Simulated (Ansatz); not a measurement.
hcp Tb was calculated with PBE-D4 (plane waves, PAW; Ansatz, a quantum-chemistry and plane-wave program).

Settings: plane-wave cutoff 520 eV, 18×18×10 k mesh (along the axes of the cell as run), Fermi–Dirac smearing 0.05 eV, spin-polarised with parallel moments, scalar-relativistic PAW data made under PBE.

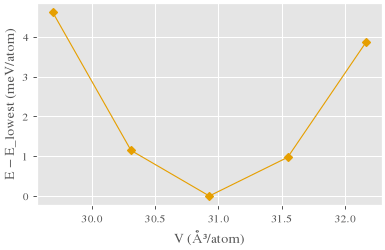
Total energy against volume

Question: From the curve, estimate the equilibrium volume and the bulk modulus.

Answer: V0 ≈ 30.9 Å³/atom and B0 ≈ 27 GPa; the fit gives V0 = 30.944 Å³/atom, B0 = 27.3 GPa, B′ = 3.8.

Shape and atoms are relaxed at each volume.

Measured, for comparison: bulk modulus 38.7 GPa (room temperature, no zero-point or thermal correction; as tabulated in Wikipedia's data pages); equilibrium volume per atom 32.07 Å³/atom (room temperature, no zero-point or thermal correction; as tabulated in Söderlind et al. (2014), doi:10.1088/0953-8984/26/41/416001). Computed (rounded) less measured: bulk modulus -29 %, equilibrium volume per atom -3.5 %.

Note: the 4f shell is treated without U or exact exchange, so its levels and filling can be wrong; the collinear magnetic order is the start's and need not be the measured one; the bulk modulus comes from volumes at which shape and atoms were relaxed.

Spin–orbit coupling is not included.
